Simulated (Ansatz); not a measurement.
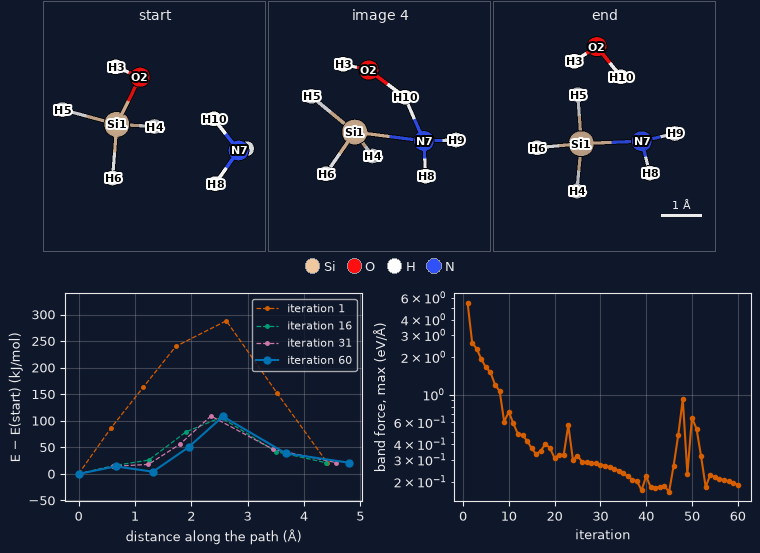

NEB run on SiNH7O, made up at the start of SiH4O and NH₃. Images are numbered from 0 (start) to 6 (end). The plot follows the band through its iterations. The picture is a ball-and-stick view, seen from a free direction.

Level of theory: RKS PBE-D4/def2-SVP (Ansatz). Set-up: 5 movable images; climbing image; force threshold 0.05 eV/Å; iteration limit 60; optimiser FIRE; largest step 0.5 Å; starting path through a guess of the saddle point.

Did the band converge, and can the barrier be trusted?

Answer. The result isn't final. The band hadn't converged when the run stopped after 60 iterations. The largest component of the band force went from 5.5 to 0.19 eV/Å. The barrier read from it is provisional, though the highest image hardly moved in the last two iterations. The step length is far from the usual. The first iteration put the highest image at 288.2 kJ/mol. The highest point, image 4, lies 108.2 kJ/mol above the start and 87.0 kJ/mol above the end; the end is at +21.2 kJ/mol relative to the start. The profile has 2 maxima (images 1, 4) with a dip at image 2 (+4.1 kJ/mol), which on an unconverged band is provisional.

Limits of the set-up: the start holds two separate molecules, 2.2 Å apart at their closest, whose relative position is a soft coordinate.

Cost: 15 min on 1 thread of Arm Neoverse N1, with other jobs on the host, peak memory 0.11 GiB.
